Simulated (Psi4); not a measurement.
# UB2PLYP/def2-SVPD (density fitting for correlation) run of CH2GeN (SMILES N#[C][GeH2])

Aim: the energy change on altering one bond length of CH2GeN at UB2PLYP/def2-SVPD (density fitting for correlation), from 2 runs. 

Program for the calculation: Psi4 1.11.

1 further run of the same task is left out (set aside as unsound or not needed).

### 1 The system as given

CH2GeN has 5 atoms, charge 0, and is taken as a doublet. As SMILES, `N#[C][GeH2]`. The coordinates come from a PBE0-D4/def2-TZVP relaxation.

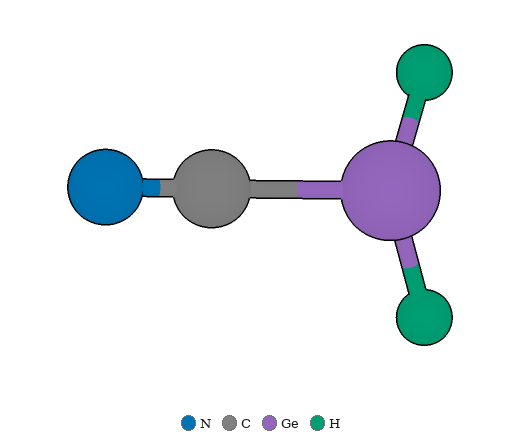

The structure, seen from a chosen angle (nitrogen blue, carbon grey, germanium purple, hydrogen teal).

### 2 The energy at UB2PLYP/def2-SVPD (density fitting for correlation)

File ch2gen.xyz:

```xyz
5
CH2GeN
N      1.590700    -1.029300     1.293200
C      0.838400    -0.535900     0.570400
Ge    -0.315900     0.241400    -0.740100
H     -1.658900    -0.498000    -0.695900
H     -0.404300     1.748400    -0.468900
```

File run_ase.py:

```python
import numpy as np
from ase.calculators.psi4 import Psi4
from ase.io import read

a = read('ch2gen.xyz')
calc = Psi4(atoms=a, method='b2plyp', basis='def2-SVPD', memory='2200MB', num_threads=1, charge=0, multiplicity=2, label='calc', reference='uks')
calc.psi4.set_options({'puream': True, 'e_convergence': 1e-09, 'd_convergence': 1e-08, 'scf_type': 'pk', 'dft_radial_points': 99, 'dft_spherical_points': 590, 'num_frozen_docc': 11, 'maxiter': 100})
a.calc = calc

print(f'energy: {a.get_potential_energy():.6f} eV')
```

The run is started by

```
$ python run_ase.py
```

calc.dat:

```text
[...]
  Running in c1 symmetry.
[...]
  Nuclear repulsion =  137.584871191227109
[...]
  Multiplicity = 2
[...]
  Nalpha       = 24
  Nbeta        = 23
[...]
    Number of basis functions: 94
[...]
   @UKS iter   1: -2168.81163737094357   -2.89224e+00   2.43825e-02 ADIIS/DIIS
[...]
   @UKS iter  17: -2170.03814776058198   -2.27374e-12   8.00881e-09 DIIS
[...]
   @S^2 Observed:                7.571228099E-01
[...]
    Orbital Energies [Eh]
    ---------------------
    Alpha Occupied:
       1A   -401.474019     2A    -50.796670     3A    -45.151610
       4A    -45.149550     5A    -45.148849     6A    -14.866530
       7A    -10.661356     8A     -6.667611     9A     -4.762761
      10A     -4.758577    11A     -4.755998    12A     -1.438568
      13A     -1.436909    14A     -1.435155    15A     -1.432970
      16A     -1.432725    17A     -1.036946    18A     -0.705227
      19A     -0.521793    20A     -0.457343    21A     -0.446555
      22A     -0.425603    23A     -0.404475    24A     -0.298318
    Alpha Virtual:
      25A      0.021164    26A      0.032679    27A      0.035789
[...]
  @UKS Final Energy: -2170.03814776058198
   => Energetics <=
    Nuclear Repulsion Energy =            137.5848711912271085
    One-Electron Energy =               -3293.3558258974912860
    Two-Electron Energy =                1029.5292340189962488
    DFT Exchange-Correlation Energy =     -43.7964270733140779
    Empirical Dispersion Energy =           0.0000000000000000
    VV10 Nonlocal Energy =                  0.0000000000000000
    Total Energy =                      -2170.0381477605819782
[...]
 Multipole Moments:
 ------------------------------------------------------------------------------------
     Multipole            Electronic (a.u.)      Nuclear  (a.u.)        Total (a.u.)
 ------------------------------------------------------------------------------------
 L = 1.  Multiply by 2.5417464519 to convert [e a0] to [Debye]
 Dipole X            :         -2.5071524            1.5306108           -0.9765416
 Dipole Y            :          1.8627546           -1.2157286            0.6470260
 Dipole Z            :         -4.5691861            3.5658863           -1.0032997
 Magnitude           :                                                    1.5423639
[...]
```

On the terminal:

```text
energy: -59054.386174 eV
```

It took 42 s on 1 thread of Intel Xeon at 2.50GHz (Skylake/Cascade Lake), shared host; peak memory 1.1 GiB.

### 3 The distorted shape at the same level

File ch2gen.xyz:

```xyz
5
CH2GeN
N      2.262210    -0.659595     1.271100
C      1.509910    -0.166195     0.548300
Ge     0.355610     0.611105    -0.762200
H     -1.658900    -0.498000    -0.695900
H      0.267210     2.118105    -0.491000
```

File run.py:

```python
import psi4

psi4.set_memory('2200 MB')
psi4.set_num_threads(1)
psi4.set_output_file('run.log', False)

with open('ch2gen.xyz') as f:
    atoms = ''.join(f.readlines()[2:])
molecule = psi4.geometry('0 2\n' + atoms + 'symmetry c1')

options = {'reference': 'uks', 'puream': True, 'e_convergence': 1e-09, 'd_convergence': 1e-08, 'scf_type': 'pk', 'dft_radial_points': 99, 'dft_spherical_points': 590, 'num_frozen_docc': 11, 'maxiter': 100}
psi4.set_options(options)

energy_value, wavefunction = psi4.energy('b2plyp/def2-SVPD', molecule=molecule, return_wfn=True)
print(f'b2plyp/def2-SVPD energy: {energy_value:.10f} Eh')
for k, v in sorted(psi4.core.scalar_variables().items()):
    print(f'{k:45s} {v:18.10f}')
```

The run is started by

```
$ python run.py
```

run.log:

```text
[...]
  Running in c1 symmetry.
[...]
  Nuclear repulsion =  133.537571264364260
[...]
  Multiplicity = 2
[...]
  Nalpha       = 24
  Nbeta        = 23
[...]
    Number of basis functions: 94
[...]
   @UKS iter   1: -2168.55978895145518   -2.89865e+00   2.45603e-02 ADIIS/DIIS
[...]
   @UKS iter  21: -2169.96842369523711   -9.54969e-12   8.40195e-09 DIIS
[...]
   @S^2 Observed:                8.616269784E-01
[...]
    Orbital Energies [Eh]
    ---------------------
    Alpha Occupied:
       1A   -401.487766     2A    -50.809958     3A    -45.164537
       4A    -45.162478     5A    -45.161891     6A    -14.875063
       7A    -10.667192     8A     -6.680105     9A     -4.775196
      10A     -4.769968    11A     -4.767438    12A     -1.451130
      13A     -1.448870    14A     -1.446532    15A     -1.445459
      16A     -1.442700    17A     -1.043375    18A     -0.693665
      19A     -0.515180    20A     -0.454211    21A     -0.430265
      22A     -0.428276    23A     -0.390121    24A     -0.306505
    Alpha Virtual:
      25A     -0.065096    26A      0.028190    27A      0.038876
[...]
  @UKS Final Energy: -2169.96842369523711
   => Energetics <=
    Nuclear Repulsion Energy =            133.5375712643642601
    One-Electron Energy =               -3284.8539785377270164
    Two-Electron Energy =                1025.1027390447959533
    DFT Exchange-Correlation Energy =     -43.7547554666709075
    Empirical Dispersion Energy =           0.0000000000000000
    VV10 Nonlocal Energy =                  0.0000000000000000
    Total Energy =                      -2169.9684236952371066
[...]
 Multipole Moments:
 ------------------------------------------------------------------------------------
     Multipole            Electronic (a.u.)      Nuclear  (a.u.)        Total (a.u.)
 ------------------------------------------------------------------------------------
 L = 1.  Multiply by 2.5417464519 to convert [e a0] to [Debye]
 Dipole X            :         -1.4804315            0.8512852           -0.6291463
 Dipole Y            :          2.3837384           -1.5897366            0.7940019
 Dipole Z            :         -4.4628029            3.5882436           -0.8745593
 Magnitude           :                                                    1.3383266
[...]
```

The script printed:

```text
b2plyp/def2-SVPD energy: -2170.1390174563 Eh
B2PLYP DOUBLE-HYBRID CORRECTION ENERGY             -0.1705937610
B2PLYP TOTAL ENERGY                             -2170.1390174563
CURRENT ENERGY                                  -2170.1390174563
CURRENT REFERENCE ENERGY                        -2169.9684236952
DD SOLVATION ENERGY                                 0.0000000000
DFT FUNCTIONAL TOTAL ENERGY                     -2169.9684236952
DFT TOTAL ENERGY                                -2170.1390174563
DFT VV10 ENERGY                                     0.0000000000
DFT XC ENERGY                                     -43.7547554667
DOUBLE-HYBRID CORRECTION ENERGY                    -0.1705937610
GRID ELECTRONS ALPHA                               23.9999999896
GRID ELECTRONS BETA                                22.9999999635
GRID ELECTRONS TOTAL                               46.9999999530
NUCLEAR REPULSION ENERGY                          133.5375712644
ONE-ELECTRON ENERGY                             -3284.8539785377
PCM POLARIZATION ENERGY                             0.0000000000
PE ENERGY                                           0.0000000000
SCF ITERATION ENERGY                            -2169.9684236952
SCF ITERATIONS                                     21.0000000000
SCF TOTAL ENERGY                                -2169.9684236952
TWO-ELECTRON ENERGY                              1025.1027390448
XC GRID RADIAL POINTS                              99.0000000000
XC GRID SPHERICAL POINTS                          590.0000000000
XC GRID TOTAL POINTS                           282100.0000000000
```

Run time: 46 s. Hardware: 1 thread of Intel Xeon at 2.50GHz (Skylake/Cascade Lake), shared host; peak memory 1 GiB.

### 4 Summary of results

At UB2PLYP/def2-SVPD (density fitting for correlation), 11 core orbitals frozen:

| quantity | value |
| --- | --- |
| first shape: total energy | -2170.20868 Eh |
| first shape: HOMO energy (SCF part's orbitals) (highest over α and β) | -8.12 eV |
| first shape: LUMO energy (SCF part's orbitals) (lowest over α and β) | -2.53 eV |
| first shape: ⟨S²⟩ | 0.757 |
| distorted shape: total energy | -2170.13902 Eh |
| distorted shape: HOMO energy (SCF part's orbitals) (highest over α and β) | -8.34 eV |
| distorted shape: LUMO energy (SCF part's orbitals) (lowest over α and β) | -2.90 eV |
| distorted shape: ⟨S²⟩ | 0.862 |
| energy change with the Ge3–H4 bond stretched from 1.534 to 2.301 Å | 1.896 eV |

**Reading.** With the Ge3–H4 bond stretched from 1.534 to 2.301 Å the energy rises by 1.90 eV (183 kJ/mol). The first shape isn't relaxed at this level, so the change isn't measured from a minimum. ⟨S²⟩ (distorted shape) is 0.86 where a pure doublet has 0.75: the reference is spin-contaminated.
